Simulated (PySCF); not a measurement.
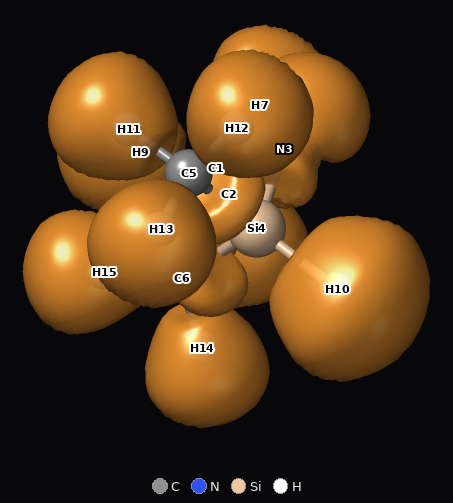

*C4H9NSi. Isosurface of the ELF at 0.8 (orange), seen at an oblique angle. Only the valence region is drawn (cores and ρ < 0.01 e/Å³ removed).*

Geometry: GFN2-xTB.

These are results of PBE0/pcSseg-1, SCF density, gas phase, non-relativistic (PySCF), not measurements.

```json
{"atom": "C", "x (Å)": "2.5100", "y (Å)": "0.2931", "z (Å)": "0.2852"}
{"atom": "C", "x (Å)": "1.0663", "y (Å)": "-0.0340", "z (Å)": "0.3028"}
{"atom": "N", "x (Å)": "0.2467", "y (Å)": "0.3120", "z (Å)": "1.2304"}
{"atom": "Si", "x (Å)": "-1.1527", "y (Å)": "-0.4723", "z (Å)": "0.4514"}
{"atom": "C", "x (Å)": "-2.5300", "y (Å)": "0.6772", "z (Å)": "-0.1455"}
{"atom": "C", "x (Å)": "0.3232", "y (Å)": "-0.8077", "z (Å)": "-0.7469"}
{"atom": "H", "x (Å)": "2.7815", "y (Å)": "0.8484", "z (Å)": "1.1789"}
{"atom": "H", "x (Å)": "3.0962", "y (Å)": "-0.6239", "z (Å)": "0.2294"}
{"atom": "H", "x (Å)": "2.7403", "y (Å)": "0.8867", "z (Å)": "-0.5994"}
{"atom": "H", "x (Å)": "-1.6447", "y (Å)": "-1.6524", "z (Å)": "1.1571"}
{"atom": "H", "x (Å)": "-2.1368", "y (Å)": "1.5366", "z (Å)": "-0.6790"}
{"atom": "H", "x (Å)": "-3.0984", "y (Å)": "1.0442", "z (Å)": "0.7018"}
{"atom": "H", "x (Å)": "-3.2163", "y (Å)": "0.1541", "z (Å)": "-0.8026"}
{"atom": "H", "x (Å)": "0.6797", "y (Å)": "-1.8284", "z (Å)": "-0.8635"}
{"atom": "H", "x (Å)": "0.3306", "y (Å)": "-0.3256", "z (Å)": "-1.7220"}
```

Identify the bonds, lone pairs and shells in this picture.

The surface consists of two regions between bonded C–C atoms (shared pairs), one region between bonded C–N atoms (shared pairs), two regions between bonded C–Si atoms (shared pairs), nine regions around hydrogen nuclei and one region on N in which the atom's valence shell and bonds are merged. Profiles from the grid: C–N (1.29 Å): the ELF peaks at about 0.90 between the atoms: localised, covalent bonding. C–C (1.48 Å): the ELF peaks at about 0.95 between the atoms (a covalent bond).
